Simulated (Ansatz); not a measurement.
Start from CaBr2 in the rutile structure (space group P4_2/mnm, No. 136; a = 6.737 Å, c = 4.322 Å; a model cell, its experimental status unchecked). Axes: x, y, z lie along a, b, c of the conventional cell.

Perturbation: biaxial strain +1.37 %, plane normal [001], relaxed out of plane (Cartesian); in-plane vectors clamped, the third vector and the atoms free.

Level of theory: Ansatz (a quantum-chemistry and plane-wave program) PBEsol, no spin-orbit coupling.

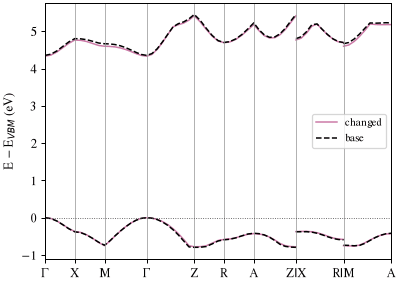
Figure. Highest valence and lowest conduction band along the path, each from its own valence-band maximum

### Question
From the figure, how large is the changed gap, and is it direct?

### Answer
About 4.3 eV, direct at Γ.

Stability against distortions was not tested.
